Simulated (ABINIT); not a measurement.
# Quasiparticle gap of KF (Carobbiite) in ABINIT, part 2 of 2

Wanted: ground state, empty states, screening and self-energy for KF (Carobbiite).

ABINIT 10.8.3; LDA and many-body steps on it, plane waves. Known limits of the many-body steps: not at the basis limit; coarse k mesh.

So far. Step 2 (Ground state): The gap is direct, at Γ. Step 3 (Bands along the symmetry lines): The gap is 5.822 eV, as in the run before at this level.

## (4) Empty states on the mesh, 4×4×4 mesh, 33 bands

Level of this step: DFT, LDA, plane waves, norm-conserving pseudopotentials (ABINIT).

The sums over transitions need many empty states on a uniform mesh; this step solves for them.

run.abi reads:

```
acell 3*1.0 Angstrom
rprim 
  -0.000000000000 2.671850000000 2.671850000000
  2.671850000000 -0.000000000000 2.671850000000
  2.671850000000 2.671850000000 0.000000000000
ntypat 2
znucl 19 9
natom 2
typat 1 2
xred 
  0.000000000000 0.000000000000 0.000000000000
  0.500000000000 0.500000000000 0.500000000000
pp_dirpath "pseudos"
pseudos "K.upf, F.upf"
ecut 36
ngkpt 4 4 4
nshiftk 1
shiftk 0 0 0
kptopt 1
chksymbreak 0
iscf -2
irdden 1
istwfk *1
nband 33
nbdbuf 4
tolwfr 1e-09
nstep 60
prtvol 0
indata_prefix "in"
outdata_prefix "out"
tmpdata_prefix "tmp"
```

Launch:

```sh
$ OMP_NUM_THREADS=1 mpirun -n 4 abinit run.abi > log
```

Numbers of over 12 decimals in the logs are rounded to 6 here.

Output:

```text
.Version 10.8.3 of ABINIT. v10.8.2 released Aug 2026.

 Symmetries : space group Fm -3 m (#225); Bravais cF (face-center cubic)
[... echo of the input left out ...]
== DATASET  1 ==================================================================
-   mpi_nproc: 4, omp_nthreads: 1 (-1 if OMP is not activated)

--- !DatasetInfo
iteration_state: {dtset: 1, }
dimensions: {natom: 2, nkpt: 8, mband: 33, nsppol: 1, nspinor: 1, nspden: 1, mpw: 2685, }
cutoff_energies: {ecut:  36.0, pawecutdg:  -1.0, }
electrons: {nelect:   1.60000000E+01, charge:   0.00000000E+00, occopt:   1.00000000E+00, tsmear:   1.00000000E-02, }

 Real(R)+Recip(G) space primitive vectors, cartesian coordinates (Bohr,Bohr^-1):
 R(1)=  0.0000000  5.0490647  5.0490647  G(1)= -0.0990282  0.0990282  0.0990282
 R(2)=  5.0490647  0.0000000  5.0490647  G(2)=  0.0990282 -0.0990282  0.0990282
 R(3)=  5.0490647  5.0490647  0.0000000  G(3)=  0.0990282  0.0990282 -0.0990282
 Unit cell volume ucvol=  2.5743217E+02 bohr^3
 Angles (23,13,12)=  6.00000000E+01  6.00000000E+01  6.00000000E+01 degrees

 getcut: wavevector=  0.0000  0.0000  0.0000  ngfft=  40  40  40
         ecut(hartree)=     36.000   => boxcut(ratio)=   2.07404

--- Pseudopotential description ------------------------------------------------
- K Generated using ONCVPSP code by D. R. Hamann
- 19.00000   9.00000  180309                  znucl, zion, pspdat
12 -1012 2 -1 2170                            pspcod,pspxc,lmax,lloc,mmax
     nproj     2     2     2
  pspatm : epsatm=    8.21740868
         --- l  ekb(1:nproj) -->
             0   10.940065    0.829722
             1    4.437415    0.568178
             2   -3.386874   -1.066382
 pspatm: atomic psp has been read  and splines computed

- F Generated using ONCVPSP code by D. R. Hamann
-  9.00000   7.00000  201202                  znucl, zion, pspdat
12 -1012 2 -1 824                             pspcod,pspxc,lmax,lloc,mmax
     nproj     2     2     1
  pspatm : epsatm=    4.94580260
         --- l  ekb(1:nproj) -->
[...]
2   -2.364936
 pspatm: atomic psp has been read  and splines computed

--------------------------------------------------------------------------------

================================================================================
 prteigrs : about to open file out_EIG
 Non-SCF case, kpt    1 (  0.00000  0.00000  0.00000), residuals and eigenvalues=
  5.74E-10  4.04E-10  1.82E-10  3.08E-10  3.80E-10  1.56E-10  1.97E-10  4.99E-10
  2.49E-10  5.13E-11  1.83E-10  2.60E-10  1.27E-10  2.81E-10  2.19E-10  3.18E-10
  6.62E-10  7.98E-10  1.38E-10  1.16E-10  4.25E-10  1.57E-10  2.18E-10  6.70E-10
[...]
2.84E-07
 -9.5408E-01 -6.7957E-01 -3.4519E-01 -3.4519E-01 -3.4519E-01 -1.1226E-02
 -1.1226E-02 -1.1226E-02  2.0271E-01  3.7626E-01  3.7626E-01  3.7626E-01
  4.3854E-01  4.3854E-01  5.8945E-01  8.6982E-01  8.6982E-01  8.6982E-01
  8.7595E-01  8.7595E-01  8.7595E-01  9.5985E-01  9.5985E-01  9.5985E-01
  1.0327E+00  1.0327E+00  1.1783E+00  1.3809E+00  1.3809E+00  1.3809E+00
[...]
prteigrs : prtvol=0 or 1, do not print more k-points.

--- !ResultsGS
iteration_state: {dtset: 1, }
comment   : Summary of ground state results
lattice_vectors:
- [ -0.0000000,   5.0490647,   5.0490647, ]
- [  5.0490647,  -0.0000000,   5.0490647, ]
- [  5.0490647,   5.0490647,   0.0000000, ]
lattice_lengths: [   7.14046,    7.14046,    7.14046, ]
lattice_angles: [ 60.000,  60.000,  60.000, ] # degrees, (23, 13, 12)
lattice_volume:   2.5743217E+02
convergence: {deltae:  0.000E+00, res2:  0.000E+00, residm:  9.511E-10, diffor:  0.000E+00, }
etotal    :  -5.46143363E+01
entropy   :   0.00000000E+00
fermie    :  -1.12255201E-02
cartesian_stress_tensor: null
pressure_GPa: null
xred      :
- [  0.0000E+00,   0.0000E+00,   0.0000E+00,  K]
- [  5.0000E-01,   5.0000E-01,   5.0000E-01,  F]
cartesian_forces: null
force_length_stats: {min: null, max: null, mean: null, }

 Integrated electronic density in atomic spheres:
 ------------------------------------------------
 Atom  Sphere_radius  Integrated_density
[...]
================================================================================

 ----iterations are completed or convergence reached----

 Mean square residual over all n,k,spin=   42.992E-11; max=  95.110E-11
 reduced coordinates (array xred) for    2 atoms
       0.000000000000      0.000000000000      0.000000000000
       0.500000000000      0.500000000000      0.500000000000

 cartesian coordinates (angstrom) at end:
    1      0.000000     0.000000     0.000000
    2      2.671850     2.671850     2.671850
 length scales=  1.889726125908  1.889726125908  1.889726125908 bohr
              =  1.000000000000  1.000000000000  1.000000000000 angstroms
 prteigrs : about to open file out_EIG
 Eigenvalues (hartree) for nkpt=   8  k points:
 kpt#   1, nband= 33, wtk=  0.01563, kpt=  0.0000  0.0000  0.0000 (reduced coord)
[...]
0.86982    0.86982    0.87595    0.87595    0.87595    0.95985    0.95985    0.95985
   1.03271    1.03271    1.17830    1.38092    1.38092    1.38092    1.45888    1.50464
   1.50464
 prteigrs : prtvol=0 or 1, do not print more k-points.

== END DATASET(S) ==============================================================
================================================================================

 -outvars: echo values of variables after computation  --------
            nband          33
             nkpt           8
          spgroup         225
 [... the other variables as echoed above ...]

 Calculation completed.
```

Wall time 5 s (4 MPI ranks of Arm Neoverse V1, shared host); peak memory 0.25 GiB; 20 s of CPU time.

Numbers from this step:

- gap: 5.822 eV
- k of the valence top: 0, 0, 0
- k of the conduction bottom: 0, 0, 0
- least direct gap: 5.822 eV
- k points computed: 8
- lowest point of the top converged band, above the valence top: 33.40 eV

On this mesh the gap is 5.822 eV.

## (5) Screening, 4×4×4 mesh, 29 bands, screening to 87.1 eV

The RPA dielectric matrix is built and inverted for each q.

This step: RPA screening on LDA, plane waves, norm-conserving pseudopotentials.

Edit run.abi of step 4 so:

```diff
@@ -20,10 +20,11 @@
 chksymbreak 0
-iscf -2
-irdden 1
 istwfk *1
-nband 33
-nbdbuf 4
-tolwfr 1e-09
-nstep 60
-prtvol 0
+occopt 1
+irdwfk 1
+optdriver 3
+nband 29
+ecuteps 3.2
+inclvkb 2
+awtr 1
+symchi 1
 indata_prefix "in"
```

Output:

```text
.Version 10.8.3 of ABINIT. v10.8.2 released Aug 2026.

 Symmetries : space group Fm -3 m (#225); Bravais cF (face-center cubic)
[... echo of the input left out ...]
== DATASET  1 ==================================================================
-   mpi_nproc: 4, omp_nthreads: 1 (-1 if OMP is not activated)

--- !DatasetInfo
iteration_state: {dtset: 1, }
dimensions: {natom: 2, nkpt: 8, mband: 29, nsppol: 1, nspinor: 1, nspden: 1, mpw: 2685, }
cutoff_energies: {ecut:  36.0, pawecutdg:  -1.0, }
electrons: {nelect:   1.60000000E+01, charge:   0.00000000E+00, occopt:   1.00000000E+00, tsmear:   1.00000000E-02, }

 SCREENING: Calculation of the susceptibility and dielectric matrices

 Based on a program developped by R.W. Godby, V. Olevano, G. Onida, and L. Reining.
 Incorporated in ABINIT by V. Olevano, G.-M. Rignanese, and M. Torrent.
.Using double precision arithmetic ; gwpc =  8

[... cell and pseudopotentials left out ...]
--------------------------------------------------------------------------------

 ==== K-mesh for the wavefunctions ====
 Number of points in the irreducible wedge :     8
[... list of points left out ...]
 Together with 48 symmetry operations and time-reversal symmetry
 yields    64 points in the full Brillouin Zone.

 ==== Q-mesh for the screening function ====
 Number of points in the irreducible wedge :     8
[... list of points left out ...]
 Together with 48 symmetry operations and time-reversal symmetry
 yields    64 points in the full Brillouin Zone.

 setmesh: FFT mesh size selected  =    25x   25x   25
          total number of points  =        15625

 vcoul_init : cutoff-mode = AUXILIARY_FUNCTION
 q-points for optical limit:   1
     1)      0.000010    0.000020    0.000030

- screening: taking advantage of time-reversal symmetry
- Maximum band index for partially occupied states nbvw = 8
- Remaining bands to be divided among processors   nbcw = 21
- Number of bands treated by each node ~5

 Number of electrons calculated from density =   16.0000; Expected =   16.0000
 average of density, n =  0.062152
 r_s =    1.5661
 omega_plasma =   24.0483 [eV]

 calculating chi0 at frequencies [eV] :
  1    0.000000E+00    0.000000E+00
  2    0.000000E+00    2.404829E+01

--------------------------------------------------------------------------------
  q-point number  1        q = ( 0.000000, 0.000000, 0.000000) [r.l.u.]
--------------------------------------------------------------------------------
[... chi0 elements left out ...]
 For q-point:  0.000010 0.000020 0.000030
  dielectric constant =   1.9394
  dielectric constant without local fields =   2.1293

  Average fulfillment of the sum rule on Im[epsilon] for q-point    1 :     32.12  [%]
[... wings left out ...]
  q-point number  2        q = ( 0.250000, 0.000000, 0.000000) [r.l.u.]
--------------------------------------------------------------------------------
[... chi0 elements left out ...]
  Average fulfillment of the sum rule on Im[epsilon] for q-point    2 :     50.69  [%]

 [... 6 further q-points ...]
```

Run time: 4.4 s. Hardware: 4 MPI ranks; peak memory 0.42 GiB.

Numbers from this step:

* ε∞ with local fields, on this mesh, along the program's q direction: 1.939
* the same without local fields: 2.129
* plasma frequency: 24.05 eV
* plane waves in the screening matrix: 65

Local fields lower ε∞ by 9 %. On a Γ-centred mesh this coarse the value itself is usually too large, while a short band sum pulls it down.

## (6) Self-energy, 4×4×4 mesh, 29 bands, screening to 87.1 eV

The self-energy is evaluated for the states that the input lists, and the levels follow from it, in one-shot runs by the linearised quasiparticle equation.

This step: G0W0 on LDA, plane waves, norm-conserving pseudopotentials.

Edit run.abi of step 5 so:

```diff
@@ -23,8 +23,15 @@
 irdwfk 1
-optdriver 3
+optdriver 4
 nband 29
+gwcalctyp 0
+ecutsigx 36
+symsigma 1
+nkptgw 1
+kptgw 
+  0.0000000000 0.0000000000 0.0000000000
+bdgw 
+  6 12
 ecuteps 3.2
-inclvkb 2
-awtr 1
-symchi 1
+irdscr 1
+ppmodel 1
 indata_prefix "in"
```

Output:

```text
.Version 10.8.3 of ABINIT. v10.8.2 released Aug 2026.

 Symmetries : space group Fm -3 m (#225); Bravais cF (face-center cubic)
[... echo of the input left out ...]
== DATASET  1 ==================================================================
-   mpi_nproc: 4, omp_nthreads: 1 (-1 if OMP is not activated)

--- !DatasetInfo
iteration_state: {dtset: 1, }
dimensions: {natom: 2, nkpt: 8, mband: 29, nsppol: 1, nspinor: 1, nspden: 1, mpw: 2685, }
cutoff_energies: {ecut:  36.0, pawecutdg:  -1.0, }
electrons: {nelect:   1.60000000E+01, charge:   0.00000000E+00, occopt:   1.00000000E+00, tsmear:   1.00000000E-02, }

 SIGMA: Calculation of the GW corrections

 Based on a program developped by R.W. Godby, V. Olevano, G. Onida, and L. Reining.
 Incorporated in ABINIT by V. Olevano, G.-M. Rignanese, and M. Torrent.
.Using double precision arithmetic ; gwpc =  8

[... cell and pseudopotentials left out ...]
--------------------------------------------------------------------------------

 ==== K-mesh for the wavefunctions ====
 Number of points in the irreducible wedge :     8
[... list of points left out ...]
 Together with 48 symmetry operations and time-reversal symmetry
 yields    64 points in the full Brillouin Zone.

 ==== Q-mesh for screening function ====
 Number of points in the irreducible wedge :     8
[... list of points left out ...]
 Together with 48 symmetry operations and time-reversal symmetry
 yields    64 points in the full Brillouin Zone.

 vcoul_init : cutoff-mode = AUXILIARY_FUNCTION
 q-points for optical limit:   1
     1)      0.000010    0.000020    0.000030
 setmesh: FFT mesh size selected  =    40x   40x   40
          total number of points  =        64000

 Number of electrons calculated from density =   16.0000; Expected =   16.0000
 average of density, n =  0.062152
 r_s =    1.5661
 omega_plasma =   24.0483 [eV]

 === KS Band Gaps ===
  >>>> For spin  1
   Minimum direct gap =   5.8215 [eV], located at k-point      :   0.0000  0.0000  0.0000
   Fundamental gap    =   5.8215 [eV], Top of valence bands at :   0.0000  0.0000  0.0000
                                       Bottom of conduction at :   0.0000  0.0000  0.0000
 SIGMA fundamental parameters:
 PLASMON POLE MODEL  1
 number of plane-waves for SigmaX                 2685
 number of plane-waves for SigmaC and W             65
 number of plane-waves for wavefunctions          2685
 number of bands                                    29
 number of independent spin polarizations            1
 number of spinorial components                      1
 number of k-points in IBZ                           8
 number of q-points in IBZ                           8
 number of symmetry operations                      48
 number of k-points in BZ                           64
 number of q-points in BZ                           64
 number of frequencies for dSigma/dE                 9
 frequency step for dSigma/dE [eV]                0.25
 number of omega for Sigma on real axis              0
 max omega for Sigma on real axis  [eV]           0.00
 zcut for avoiding poles [eV]                     0.10

 EPSILON^-1 parameters (SCR file):
 dimension of the eps^-1 matrix on file             65
 dimension of the eps^-1 matrix used                65
 number of plane-waves for wavefunctions          2685
 number of bands                                    29
 number of q-points in IBZ                           8
 number of frequencies                               2
 number of real frequencies                          1
 number of imag frequencies                          1

 matrix elements of self-energy operator (all in [eV])

 Perturbative Calculation

--- !SelfEnergy_ee
iteration_state: {dtset: 1, }
kpoint     : [   0.000,    0.000,    0.000, ]
spin       : 1
KS_gap     :    5.821
QP_gap     :   10.025
Delta_QP_KS:    4.203
data: !SigmaeeData |
     Band     E0 <VxcDFT>   SigX SigC(E0)      Z dSigC/dE  Sig(E)    E-E0       E
        6  -0.305 -21.597 -29.368   4.970   0.810  -0.234 -23.867  -2.270  -2.575
        7  -0.305 -21.597 -29.368   4.970   0.810  -0.234 -23.867  -2.270  -2.575
        8  -0.305 -21.597 -29.368   4.970   0.810  -0.234 -23.867  -2.270  -2.575
        9   5.516  -8.806  -4.130  -2.525   0.899  -0.113  -6.873   1.933   7.449
       10  10.239 -11.047  -4.836  -2.454   0.893  -0.120  -7.692   3.355  13.593
       11  10.239 -11.047  -4.836  -2.454   0.893  -0.120  -7.692   3.355  13.593
       12  10.239 -11.047  -4.836  -2.454   0.893  -0.120  -7.692   3.355  13.593

== END DATASET(S) ==============================================================
================================================================================

 -outvars: echo values of variables after computation  --------
           etotal      0.0000000000E+00
            nband          29
             nkpt           8
          spgroup         225
 [... the other variables as echoed above ...]

 Calculation completed.
```

It took 2.7 s on 4 MPI ranks; peak memory 0.14 GiB.

Numbers from this step:

| Quantity | Value |
| --- | --- |
| G0W0 gap on the points computed | 10.02 eV |
| starting gap on the mesh | 5.822 eV |
| k of the valence top | 0, 0, 0 |
| k of the conduction bottom | 0, 0, 0 |
| Z at the valence top | 0.81 |
| Z at the conduction bottom | 0.899 |
| least direct G0W0 gap on the computed points | 10.02 eV |

The gap on the mesh goes from 5.82 eV to 10.02 eV, a correction of +4.20 eV.

Limits: finite bands, cutoff and mesh; coarse k mesh. v1 is the top filled band, c1 the lowest empty one. Levels before and after the correction, in eV, zero at the valence-band top of each column:

```csv
,conduction bottom,valence top
Kohn-Sham,5.82,0.00
G0W0,10.02,0.00
```

```csv
,level,energy (eV)
Kohn-Sham,Γ v3-v1,0.000
Kohn-Sham,Γ c1,5.822
Kohn-Sham,Γ c2-c4,10.544
G0W0,Γ v3-v1,0.000
G0W0,Γ c1,10.024
G0W0,Γ c2-c4,16.168
```

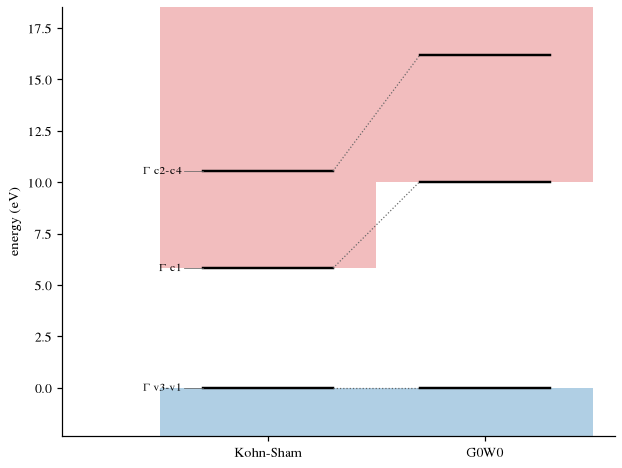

Levels before and after the correction. Shaded: valence and conduction bands.

## (7) Where the time went

Times are wall times on 4 MPI ranks of Arm Neoverse V1, shared host, good to a factor of about two.

```csv
step,time,share,memory (GiB)
ground state,7.1 s,24 %,0.28
bands along the symmetry lines,11 s,36 %,0.27
empty states on the mesh,5 s,17 %,0.25
screening,4.4 s,15 %,0.42
self-energy,2.7 s,9 %,0.14
```

## (8) What came out

| Quantity | Value |
| --- | --- |
| LDA gap | 5.82 eV, direct |
| G0W0 gap on the mesh | 10.02 eV |
| GW settings | 4×4×4 mesh, 29 bands, screening to 87.1 eV, Godby-Needs plasmon pole |
| known limits | not at the basis limit; coarse k mesh |

G0W0 moves the gap on the mesh from 5.82 eV to 10.02 eV (+4.20 eV), with Z of 0.81 and 0.90 at the edges. Local fields lower the RPA ε∞ on this mesh from 2.13 to 1.94; a Γ-centred mesh this coarse tends to raise both, most where the direct gap is narrow, while a short band sum lowers them. Only 1 of the mesh's irreducible points was corrected, so a valley elsewhere could overtake. The dearest step here is «bands along the symmetry lines». Bands and cutoff are finite, so the gap is not at the basis limit. The miss can reach some tenths of an eV and take either sign; the mesh is an error of its own. In the G0W0 run levels were corrected at 1 k point alone, so a gap called «on the mesh» is the least over those, and an edge elsewhere would be missed. The 4×4×4 mesh is coarse for this cell, which bears on the long-range parts of exchange and screening.

[Paths, hosts, dates, memory and timing lines, banners, echoed tables and standing remarks are left out of the program output.]

[Logs are printed without paths, hosts, clocks, repeated set-up lines and the standing remarks that a program may print on its own settings, such as how far it seeks lower states.]

[Runs of the session that timed out or met a known fault of the program may be left out.]

[Hosts, paths, dates, database ids (printed as entryN), source tags and the programs' standing remarks are cut or masked in the printed files.]

[G0W0 gaps are taken among the corrected bands and points alone; a level outside them can change the order at an edge.]

[Where Ansatz stands beside ABINIT at settings called matched, ABINIT's density can come from a denser mesh and the files from another edition; pairs whose starting gaps differed by over 0.03 eV were left out, so agreement reads better than it is.]
